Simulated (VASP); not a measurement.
Band structure of SnSe2 (1T layered). Calculation: LDA (Ceperley-Alder, Perdew-Zunger), VASP's LDA PAW potentials (set 64) (plane waves; VASP).

Unless said otherwise, spin-orbit coupling is left out, though it shifts the bands of the heavy elements here.

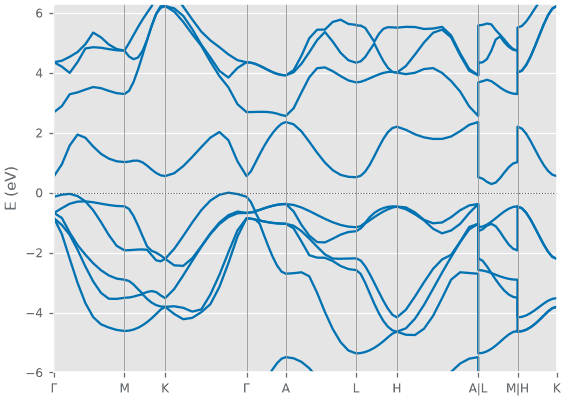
Figure: Bands along high-symmetry lines, zero at the valence-band maximum or, without a gap, the Fermi level

Question: Read the plot: is there a gap, and where are the band edges?

Answer: The gap is indirect, 0.29 eV, from the valence maximum at K-Γ at 0.78 to the conduction minimum at L-M at 0.33. (Edges off the drawn lines would not show.)

Measured: gap 0.98 eV (computed value off by -0.69 eV), as given by Joseph M. Gonzalez et al., Physical Review B (2016), arXiv:1609.04381.

The compound is SnSe2 in the 1T layered structure. It was relaxed first.
